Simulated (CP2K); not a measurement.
**GaN3H6 (SMILES [NH2][Ga]([NH2])[NH2]): GFN2-xTB**

What is the energy change on altering one bond length of GaN3H6 at GFN2-xTB? 

The calculation is run with CP2K 2026.2.

1 further run of the same task is left out (it didn't finish).

## (1) The structure to begin with

The species is GaN3H6 (10 atoms), meant as a singlet with charge 0. As SMILES, `[NH2][Ga]([NH2])[NH2]`. Geometry: a GFN2-xTB relaxation, a rough one for these elements and not checked as a minimum.

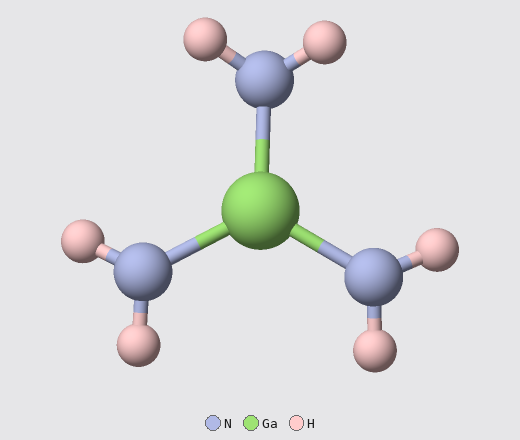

The structure, seen from a chosen angle (nitrogen light blue, gallium green, hydrogen pink).

## (2) Energy and forces at GFN2-xTB

gas.inp reads:

```
&GLOBAL
  PROJECT_NAME gas
  RUN_TYPE ENERGY_FORCE
  PRINT_LEVEL MEDIUM
&END GLOBAL
&FORCE_EVAL
  METHOD Quickstep
  &DFT
    CHARGE 0
    MULTIPLICITY 1
    # Quickstep
    &QS
      METHOD XTB
      EPS_DEFAULT 1.0E-10
      &XTB
        GFN_TYPE TBLITE
        &TBLITE
          METHOD GFN2
        &END TBLITE
        CHECK_ATOMIC_CHARGES F
      &END XTB
    &END QS
    &POISSON
      PERIODIC NONE
      POISSON_SOLVER ANALYTIC
    &END POISSON
    &SCF
      SCF_GUESS ATOMIC
      EPS_SCF 1.0E-06
      MAX_SCF 150
      ADDED_MOS 8
      &DIAGONALIZATION
        ALGORITHM STANDARD
      &END DIAGONALIZATION
      &MIXING
        METHOD DIRECT_P_MIXING
        ALPHA 0.4
      &END MIXING
      &SMEAR ON
        METHOD FERMI_DIRAC
        ELECTRONIC_TEMPERATURE [K] 300
      &END SMEAR
    &END SCF
    &PRINT
      &MOMENTS
        PERIODIC F
        REFERENCE COM
        MAX_MOMENT 1
      &END MOMENTS
      &MO ON
        ENERGIES T
        OCCUPATION_NUMBERS T
        NDIGITS 6
        &EACH
          QS_SCF 0
        &END EACH
        ADD_LAST NUMERIC
      &END MO
      &HIRSHFELD OFF
      &END HIRSHFELD
    &END PRINT
  &END DFT
  # atoms, cell and kinds
  &SUBSYS
    &CELL
      ABC [angstrom] 20.6 20.6 17.4
      PERIODIC NONE
    &END CELL
    &COORD
      N      8.843955    11.666785     8.487185
      Ga    10.138805    10.414335     8.825465
      N      9.703125     8.629615     8.844195
      N     11.833885    10.942205     9.276385
      H      8.007135    11.386075     7.989895
      H      9.113265    12.591165     8.170665
      H      8.728965     8.383005     8.985125
      H     10.272575     8.008835     9.410105
      H     12.176575    11.848375     8.979435
      H     12.592865    10.272655     9.218085
    &END COORD
  &END SUBSYS
  # extra output
  &PRINT
    &FORCES ON
    &END FORCES
  &END PRINT
&END FORCE_EVAL
```

The run is started by

```console
$ OMP_NUM_THREADS=1 cp2k.psmp gas.inp > gas.out
```

The program printed:

```text
CP2K| version string:                                       CP2K version 2026.2
[...]
 GLOBAL| Method name                                                        CP2K
[...]
 GLOBAL| Run type                                                   ENERGY_FORCE
[...]
                             - Atoms:                                         10
[...]
                             - Spherical basis functions:                     27
[...]
 Number of electrons:                                                         24
[...]
  *** SCF run converged in    14 steps ***
[...]
  Fermi energy:                                                -0.26303269295455
[...]
 TB_DIPOLE| Moment [Debye]          0.10524794       0.00222119      -0.38576541
 TB_DIPOLE| Derivative [a.u.]       0.00000000       0.00000000       0.00000000
[...]
 ENERGY| Total FORCE_EVAL ( QS ) energy [hartree]            -13.022178750101231
 FORCES| Atomic forces [hartree/bohr]
 FORCES|   Atom     x               y               z               |f|
 FORCES|      1  3.66051728E-04  1.12215476E-04 -6.98483448E-05   3.89185010E-04
 FORCES|      2 -5.50384211E-05 -9.16239087E-05  4.88590218E-05   1.17521796E-04
 FORCES|      3 -8.28094006E-05 -2.03806569E-04  2.73507269E-04   3.50999630E-04
 FORCES|      4  3.08130448E-04 -1.65110508E-04 -4.40728304E-05   3.52346800E-04
 FORCES|      5 -2.70397255E-04 -1.25552950E-04 -7.94859947E-05   3.08538883E-04
 FORCES|      6 -7.18073948E-05  2.77651902E-06  7.56021834E-05   1.04305806E-04
 FORCES|      7  2.71238105E-04  4.03528651E-05 -1.31553028E-05   2.74538750E-04
 FORCES|      8 -2.03235382E-04  2.39926128E-04 -2.53451537E-04   4.03864889E-04
 FORCES|      9  4.01687445E-05 -3.91035211E-05  6.45829449E-05   8.55194140E-05
 FORCES|     10 -3.02301172E-04  2.29926469E-04 -2.53740935E-06   3.79813926E-04
 FORCES| Sum    -5.90890184E-18 -4.74067400E-17  8.63126573E-18
 FORCES| Total atomic force                                       4.85470171E-17
[...]
```

It took 0.45 s on 1 thread of Arm Neoverse N1, shared host; peak memory 0.14 GiB.

## (3) The distorted shape

molecule.inp reads:

```
&GLOBAL
 PROJECT molecule
 RUN_TYPE ENERGY_FORCE
 PRINT_LEVEL MEDIUM
&END GLOBAL

&FORCE_EVAL
 METHOD QS
 &DFT
  CHARGE 0
  MULTIPLICITY 1
  &QS
   METHOD XTB
   EPS_DEFAULT 1.0E-10
   &XTB
    GFN_TYPE TBLITE
    &TBLITE
     METHOD GFN2
    &END TBLITE
    CHECK_ATOMIC_CHARGES F
   &END XTB
  &END QS
  &POISSON
   PERIODIC NONE
   POISSON_SOLVER ANALYTIC
  &END POISSON
  &SCF
   SCF_GUESS ATOMIC
   EPS_SCF 1.0E-06
   MAX_SCF 150
   ADDED_MOS 8
   &DIAGONALIZATION
    ALGORITHM STANDARD
   &END DIAGONALIZATION
   &MIXING
    METHOD DIRECT_P_MIXING
    ALPHA 0.4
   &END MIXING
   &SMEAR ON
    METHOD FERMI_DIRAC
    ELECTRONIC_TEMPERATURE [K] 300
   &END SMEAR
  &END SCF
  &PRINT
   &MOMENTS
    PERIODIC F
    REFERENCE COM
    MAX_MOMENT 1
   &END MOMENTS
   &MO ON
    ENERGIES T
    OCCUPATION_NUMBERS T
    NDIGITS 6
    &EACH
     QS_SCF 0
    &END EACH
    ADD_LAST NUMERIC
   &END MO
   &HIRSHFELD OFF
   &END HIRSHFELD
  &END PRINT
 &END DFT
 ! atoms, cell and kinds
 &SUBSYS
  &CELL
   ABC [angstrom] 21.1 20.6 17.7
   PERIODIC NONE
  &END CELL
  &COORD
   N      9.345020    11.666785     8.786384
   Ga    10.639870    10.414335     9.124664
   N     10.204191     8.629615     9.143394
   N     12.334951    10.942205     9.575584
   H      8.006070    11.217636     7.990696
   H      9.614331    12.591165     8.469863
   H      9.230031     8.383005     9.284324
   H     10.773640     8.008835     9.709303
   H     12.677640    11.848375     9.278634
   H     13.093930    10.272655     9.517284
  &END COORD
 &END SUBSYS
 ! extra output
 &PRINT
  &FORCES ON
  &END FORCES
 &END PRINT
&END FORCE_EVAL
```

The run is started by

```console
$ OMP_NUM_THREADS=1 cp2k.psmp molecule.inp > molecule.out
```

The program printed:

```text
CP2K| version string:                                       CP2K version 2026.2
[...]
 GLOBAL| Method name                                                        CP2K
[...]
 GLOBAL| Run type                                                   ENERGY_FORCE
[...]
                             - Atoms:                                         10
[...]
                             - Spherical basis functions:                     27
[...]
 Number of electrons:                                                         24
[...]
  *** SCF run converged in    16 steps ***
[...]
  Fermi energy:                                                -0.31073583708769
[...]
 TB_DIPOLE| Moment [Debye]         -0.10153566       0.21257098      -0.47390178
 TB_DIPOLE| Derivative [a.u.]       0.00000000       0.00000000       0.00000000
[...]
 ENERGY| Total FORCE_EVAL ( QS ) energy [hartree]            -12.938798472517478
 FORCES| Atomic forces [hartree/bohr]
 FORCES|   Atom     x               y               z               |f|
 FORCES|      1 -5.66497903E-02 -2.19634753E-02 -2.50047935E-02   6.57026079E-02
 FORCES|      2 -7.84648872E-03 -1.64195738E-03 -5.16837552E-03   9.53810855E-03
 FORCES|      3  5.26843458E-04 -2.61205265E-04  3.94415975E-04   7.08065096E-04
 FORCES|      4  1.15307803E-03  4.98237332E-04  1.58611136E-04   1.26609118E-03
 FORCES|      5  6.90279786E-02  2.26495094E-02  3.61642037E-02   8.11523982E-02
 FORCES|      6 -6.54702839E-03 -1.90078790E-04 -6.91016904E-03   9.52103707E-03
 FORCES|      7  3.41290849E-04  6.98849575E-04 -2.17257851E-04   8.07509224E-04
 FORCES|      8  1.46709795E-04 -9.18300519E-05  1.46460218E-04   2.26731378E-04
 FORCES|      9  3.87079362E-04  4.33960155E-04  4.12255637E-05   5.82967749E-04
 FORCES|     10 -5.39672691E-04 -1.32009650E-04  3.95679278E-04   6.82081558E-04
 FORCES| Sum     1.31513724E-16  2.44785745E-16  1.03378677E-16
 FORCES| Total atomic force                                       2.96484522E-16
[...]
```

Run time: 0.45 s. Hardware: 1 thread of Arm Neoverse N1, shared host; peak memory 0.14 GiB.

## (4) Results

Level: GFN2-xTB.

```
                                                         quantity         value
                                        first shape: total energy  -13.02218 Eh
           first shape: dipole moment (from atomic charges alone)        0.40 D
                                         first shape: HOMO energy     -10.35 eV
                                         first shape: LUMO energy      -6.26 eV
                                       first shape: HOMO–LUMO gap       4.09 eV
                            first shape: largest force on an atom    0.021 eV/Å
                                    distorted shape: total energy  -12.93880 Eh
       distorted shape: dipole moment (from atomic charges alone)        0.53 D
                                     distorted shape: HOMO energy     -10.29 eV
                                     distorted shape: LUMO energy      -7.56 eV
                                   distorted shape: HOMO–LUMO gap       2.73 eV
                        distorted shape: largest force on an atom    4.173 eV/Å
energy change with the N1–H5 bond stretched from 1.013 to 1.621 Å      2.269 eV
```

With the N1–H5 bond stretched from 1.013 to 1.621 Å the energy rises by 2.27 eV (219 kJ/mol). The dipole (first shape) comes from point charges on the atoms alone, without atomic dipoles, so it is partial. The dipole (distorted shape) comes from point charges on the atoms alone, without atomic dipoles, so it is partial.
